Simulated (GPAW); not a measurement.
# F K-edge XANES of KCrF3 (C2/m), part 3 of 3

What does one-electron theory with a core hole give for the F K edge of KCrF3 (C2/m)?

GPAW 26.7.0; X-ray absorption from dipole matrix elements to empty bands, plane-wave PAW LDA+U.

So far. Step 5 (Spectrum with FCH, F atom 7): Main maxima below 24 eV (height): 4.1 eV (2.15), 8.4 eV (1.21) and 16.9 eV (1.16).  Step 5 (Spectrum with FCH, F atom 7): The hole costs E(hole) − E(ground) = 674.21 eV, and the lowest empty level of the hole cell on the spectrum's mesh lies at 5.78 eV, which puts the zero at 679.99 eV.

## Step 6: Spectrum with FCH, F atom 9

The holes are 5.8 Å apart. The excited electron is left out and a uniform background balances the charge. After the field has converged, empty bands are computed with the density fixed and the dipole matrix elements are summed.

The absorber has 1 Cr at 1.98 Å and 1 Cr at 2.30 Å (bent, 167°, site symmetry m).

The input, xas.py:

```python
import numpy as np
from ase import Atoms
from ase.parallel import parprint, paropen
from gpaw import GPAW, PW, FermiDirac, Mixer, MixerDif, setup_paths
from gpaw.test import gen
setup_paths.insert(0, '.')
gen('F', name='fch1s', xcname='LDA', corehole=(1, 0, 1), write_xml=True)
from gpaw.mpi import world
world.barrier()

atoms = Atoms('Cr2K2F6',
    cell=[[3.98186786, 0, -4.25345723],
     [-3.99466025, 0, -4.25345723],
     [-3.98826406, 4.287735, 0]],
    scaled_positions=[[0, 0.5, 0],
     [0.5, 0, 0],
     [0.2516, 0.7484, 0.5032],
     [0.7484, 0.2516, 0.4968],
     [0.278, 0.28, 0],
     [0.722, 0.72, 0],
     [0.2305, 0.2695, 0.461],
     [0.7695, 0.7305, 0.539],
     [0.239, 0.798, 0],
     [0.761, 0.202, 0]],
    magmoms=[3.0, 3.0, 0.0, 0.0, 0.0, 0.0, 0.0, 0.0, 0.0, 0.0],
    pbc=True)
atoms.calc = calc = GPAW(legacy_gpaw=True, mode=PW(500, force_complex_dtype=True), xc='LDA', setups={'Cr': ':d,3', 8: 'fch1s'},
    kpts={'size': (3, 3, 3), 'gamma': True}, occupations=FermiDirac(0.02),
    charge=0, mixer=MixerDif(0.05, 8, 50), maxiter=150,
    convergence={'density': 0.0001, 'eigenstates': 1e-6}, txt='scf.txt')
energy = atoms.get_potential_energy() + calc.get_reference_energy()
ef = calc.get_fermi_level()
out = dict(energy=energy, fermi=ef, forces=atoms.get_forces().tolist(), magmoms=atoms.get_magnetic_moments().tolist())
parprint(f'all-electron energy {energy:.4f} eV, Fermi level {ef:.4f} eV')
ev = np.array([[calc.get_eigenvalues(k, s) for k in range(len(calc.get_ibz_k_points()))] for s in range(calc.get_number_of_spins())])
out['homo'], out['lumo'], out['counts'] = ev[ev < ef].max(), ev[ev > ef].min(), sorted(set((ev < ef).sum((0, 2)).tolist()))
out['filled'] = (ev[:, 0] < ef).sum(1).tolist()

from ase.units import Ha
from gpaw.xas import dipole_matrix_elements
nb = int(calc.get_number_of_electrons() / 2) + 100
top, nb = nb, nb + 8 + nb // 12
nscf = calc.fixed_density(kpts={'size': (4, 4, 4), 'gamma': True}, nbands=nb,
    convergence={'bands': top, 'eigenstates': 5e-3}, maxiter=60, txt='nscf.txt')
cell = atoms.cell.array
ops = [cell.T @ U.T @ np.linalg.inv(cell.T) for U in nscf.wfs.kd.symmetry.op_scc]
filled = [40, 32]  # bands filled in the ground state, by spin
E = np.arange(-6, 34, 0.1)
fwhm = np.interp(E, [4, 25], [0.9, 3.5])
Y, X, zero, highest = 0, 0, 1e9, 1e9
for spin in range(nscf.get_number_of_spins()):
    wfs = nscf.wfs
    mine = wfs.bd.get_slice()  # this rank's bands
    A = dipole_matrix_elements(wfs.setups[8])
    eps = np.zeros((wfs.kd.nibzkpts, nb))
    d = np.zeros((3, A.shape[1], wfs.kd.nibzkpts, nb), complex)
    for kpt in wfs.kpt_u:
        if kpt.s == spin and 8 in kpt.P_ani:
            eps[kpt.k, mine] = kpt.eps_n * Ha
            d[:, :, kpt.k, mine] = (kpt.weight * wfs.nspins / 2) ** 0.5 * np.inner(A, kpt.P_ani[8])
    world.sum(eps)
    world.sum(d)
    T = np.einsum('amkn,bmkn->abkn', d, d.conj()).real
    T = sum(np.einsum('ai,ijkn,bj->abkn', R, T, R) for R in ops) / len(ops)
    empty = np.ones_like(eps, bool) & (np.arange(nb) >= filled[spin])
    zero, highest = min(zero, eps[empty].min()), min(highest, eps[:, top - 1].min())
    lines = [(eps, T, empty)] if spin == 0 else lines + [(eps, T, empty)]
for eps, T, empty in lines:
    f = np.einsum('aakn->akn', T).reshape(3, -1)
    x = eps.ravel() - zero
    w = np.interp(x, E, fwhm) / 2.35482
    g = np.exp(-0.5 * ((E[:, None] - x) / w) ** 2) / (w * (2 * np.pi) ** 0.5)
    Y = Y + (f * empty.ravel()) @ g.T
    X = X + (f * ~empty.ravel()) @ g.T
out.update(E=E.round(2).tolist(), xas=Y.tolist(), xes=X.tolist(), zero=zero, valid=highest - zero, nk=len(eps), nb=nb)
for i in range(0, len(E), 10):
    parprint(f'{E[i]:7.2f}', *(f'{v:10.3e}' for v in Y[:, i]))
import json
with paropen('out.json', 'w') as f:
    json.dump(out, f)
```

Run with:

```console
> OMP_NUM_THREADS=1 mpirun -n 4 gpaw python xas.py
```

Numbers of over 12 decimals in the logs are rounded to 6 here.

The log of the run:

```text
Input parameters:
  convergence: {density: 0.0001,
                eigenstates: 1e-06}
  kpts: {gamma: True,
         size: (3, 3, 3)}
  maxiter: 150
  mixer: {backend: pulay,
          beta: 0.05,
          method: difference,
          nmaxold: 8,
          weight: 50}
  mode: {ecut: 500.0,
         force_complex_dtype: True,
         name: pw}
  occupations: {fixmagmom: False,
                name: fermi-dirac,
[...]
2s:      -1.877741    -1.879888
2p:      -1.212468    -1.215269
*d:                   -0.058611
*f:                   -0.013370
-------------------------------
all-electron energy -105315.3876 eV, Fermi level 4.7602 eV
  -6.00  3.579e-62  5.540e-64  4.830e-61
  -5.00  1.066e-45  2.067e-47  1.631e-44
  -4.00  3.624e-32  8.694e-34  6.250e-31
  -3.00  1.451e-21  4.383e-23  2.850e-20
[...]
32.00  6.348e-05  4.811e-05  7.934e-05
  33.00  6.762e-05  5.069e-05  7.446e-05
[key lines of the parts left out:]
Converged after 37 iterations.
Dipole moment: (-1.160934, 0.000000, -0.028723) |e|*Ang
Free energy:    -90.249079
Fermi level: 4.76018
```

Wall time 1.8 min (4 MPI ranks of AMD EPYC 9R14 (Zen 4), shared host); peak memory 0.67 GiB.

The F K spectrum, F atom 9, full core hole (charged cell) (energy from the lowest empty level; intensity scaled to a mean of 1 over the first 20 eV; polarised curves are means over the symmetry-equivalent atoms):

| E (eV) | isotropic | ε ∥ x | ε ∥ y | ε ∥ z |
| --- | --- | --- | --- | --- |
| -2.0 | 0.00 | 0.00 | 0.00 | 0.00 |
| -0.5 | 0.03 | 0.00 | 0.00 | 0.09 |
| 1.0 | 0.36 | 0.16 | 0.13 | 0.80 |
| 2.5 | 1.50 | 1.25 | 1.88 | 1.37 |
| 4.0 | 2.14 | 1.71 | 1.70 | 3.00 |
| 5.5 | 1.53 | 1.67 | 1.73 | 1.19 |
| 7.0 | 1.12 | 0.93 | 0.91 | 1.53 |
| 8.5 | 1.24 | 0.76 | 0.87 | 2.07 |
| 10.0 | 0.87 | 0.94 | 0.65 | 1.00 |
| 11.5 | 0.46 | 0.57 | 0.24 | 0.57 |
| 13.0 | 0.45 | 0.49 | 0.37 | 0.49 |
| 14.5 | 0.72 | 0.75 | 1.06 | 0.34 |
| 16.0 | 1.02 | 1.12 | 1.50 | 0.43 |
| 17.5 | 1.00 | 1.31 | 1.14 | 0.54 |
| 19.0 | 0.85 | 1.23 | 0.77 | 0.55 |
| 20.5 | 0.87 | 1.05 | 0.92 | 0.64 |
| 22.0 | 1.07 | 1.01 | 1.25 | 0.95 |
| 23.5 | 1.25 | 1.08 | 1.39 | 1.30 |
| 25.0 | 1.30 | 1.06 | 1.38 | 1.45 |
| 26.5 | 1.19 | 0.93 | 1.18 | 1.45 |
| 28.0 | 1.09 | 0.84 | 0.96 | 1.48 |
| 29.5 | 1.07 | 0.87 | 0.85 | 1.48 |
| 31.0 | 1.03 | 0.96 | 0.78 | 1.36 |

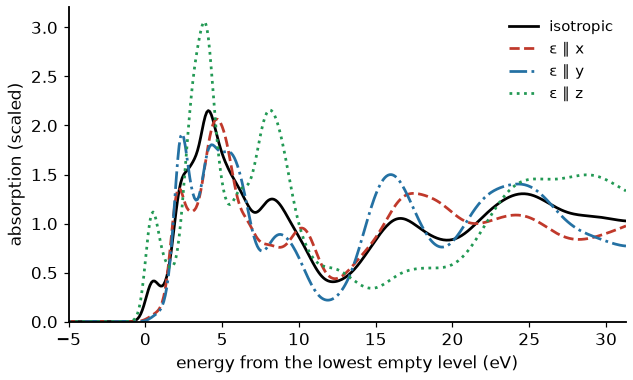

The F K edge, F atom 9, full core hole (charged cell): main maxima at 4.1, 8.3 and 16.6 eV.

Main maxima below 24 eV (height): 0.5 eV (0.41), 4.1 eV (2.15), 8.3 eV (1.25) and 16.6 eV (1.05). 

The hole costs E(hole) − E(ground) = 674.19 eV, and the lowest empty level of the hole cell on the spectrum's mesh lies at 5.80 eV, which puts the zero at 679.99 eV.

## Step 7: Site by site

| atom | surroundings | onset shift (eV) | energy of the highest intensity below 16 eV |
| --- | --- | --- | --- |
| 5 | 1 Cr at 2.00 Å and 1 Cr at 2.02 Å (bent, 166°, site symmetry m) | +0.00 | 4.7 |
| 7 | 1 Cr at 1.98 Å and 1 Cr at 2.31 Å (linear, site symmetry 2) | -0.24 | 4.1 |
| 9 | 1 Cr at 1.98 Å and 1 Cr at 2.30 Å (bent, 167°, site symmetry m) | -0.23 | 4.1 |

On one energy scale, from the first site's zero:

| E (eV) | atom 5 | atom 7 | atom 9 |
| --- | --- | --- | --- |
| -2.0 | 0.00 | 0.00 | 0.00 |
| -1.0 | 0.00 | 0.00 | 0.01 |
| 0.0 | 0.08 | 0.27 | 0.34 |
| 1.0 | 0.64 | 0.42 | 0.39 |
| 2.0 | 0.74 | 1.37 | 1.36 |
| 3.0 | 1.55 | 1.70 | 1.67 |
| 4.0 | 1.67 | 2.12 | 2.13 |
| 5.0 | 1.98 | 1.59 | 1.62 |
| 6.0 | 1.25 | 1.30 | 1.32 |
| 7.0 | 1.12 | 1.03 | 1.12 |
| 8.0 | 1.33 | 1.20 | 1.25 |
| 9.0 | 1.24 | 1.07 | 1.08 |
| 10.0 | 0.89 | 0.77 | 0.80 |
| 11.0 | 0.65 | 0.49 | 0.51 |
| 12.0 | 0.48 | 0.38 | 0.41 |
| 13.0 | 0.49 | 0.47 | 0.48 |
| 14.0 | 0.69 | 0.69 | 0.66 |
| 15.0 | 0.93 | 0.92 | 0.88 |
| 16.0 | 1.06 | 1.11 | 1.04 |
| 17.0 | 1.03 | 1.14 | 1.02 |
| 18.0 | 0.92 | 0.98 | 0.91 |
| 19.0 | 0.81 | 0.80 | 0.84 |
| 20.0 | 0.72 | 0.74 | 0.85 |
| 21.0 | 0.72 | 0.81 | 0.96 |
| 22.0 | 0.83 | 0.95 | 1.11 |
| 23.0 | 0.98 | 1.10 | 1.23 |
| 24.0 | 1.12 | 1.22 | 1.30 |
| 25.0 | 1.18 | 1.26 | 1.29 |
| 26.0 | 1.14 | 1.21 | 1.21 |
| 27.0 | 1.06 | 1.16 | 1.13 |
| 28.0 | 1.02 | 1.15 | 1.09 |
| 29.0 | 1.05 | 1.15 | 1.07 |
| 30.0 | 1.10 | 1.12 | 1.05 |

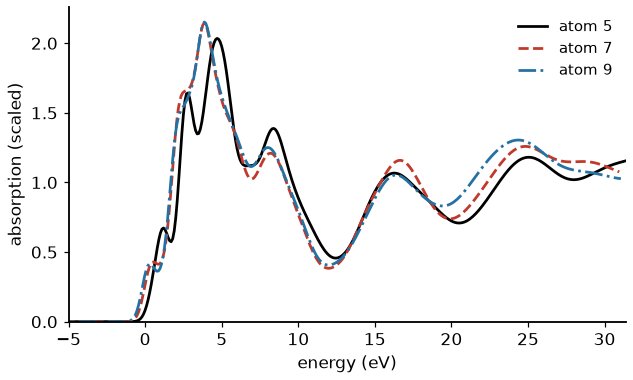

The sites' spectra.

## Step 8: Summary of results

```
absorber and edge                                    : F K, atom 5 of the ground-state input (counted from 1)
surroundings                                         : 1 Cr at 2.00 Å and 1 Cr at 2.02 Å (bent, 166°, site symmetry m)
highest intensity below 16 eV                        : 4.7 eV above the zero, height 2.03
photon energy of the zero (spin-polarised hole, raw) : 680.2 eV (LDA puts this hole about 5 eV below PBE, itself good to a few eV)
```

In words: The F K edge of atom 5, with 1 Cr at 2.00 Å and 1 Cr at 2.02 Å (bent, 166°, site symmetry m), has its highest intensity of the first 16 eV at 4.7 eV above the zero, near 685 eV in photon energy (LDA puts this hole about 5 eV below PBE, itself good to a few eV), 2.0 times the mean level of the first 20 eV (Gaussian full width 0.9 eV up to 4 eV, rising linearly to 3.5 eV at 25 eV). The F K spectra of the 3 sites differ in shape by up to 13 % r.m.s. after the best shift, and their zeros spread over 0.24 eV. At the F K edge of atom 5 polarisation matters most near 1.1 eV, where the curves differ by 1.7 on this scale. The hole lies in one spin channel, while the script sums the empty states of both and takes the lower zero; where the two channels are split, this blurs and shifts the curve. The spins start ferromagnetically in a simple order, which needn't be the measured one; gap and edge can depend on it. The holes are only 5.8 Å apart, so the shape is probably not converged with cell size; no larger cell was run here. The mesh is coarse (0.37 Å⁻¹ between points), so small maxima may be mesh ripples. The structure is a published determination, not relaxed.

[Banner, clock and machine lines of the logs are left out without a mark of their own.]

[Logs are printed without paths, hosts, clocks, repeated set-up lines and the standing remarks that a program may print on its own settings, such as how far it seeks lower states.]

[Hosts, paths, dates, database ids (printed as entryN), source tags and the programs' standing remarks are cut or masked in the printed files.]

[Lists of maxima count a maximum above −3 eV only where it reaches 4 % of the highest in the window and stands out from its surroundings by 2 % of it (1.5 % where it reaches 55 %); shoulders and weaker maxima are passed over, and of the rest the first, up to two pre-edge ones and the few strongest are named.]
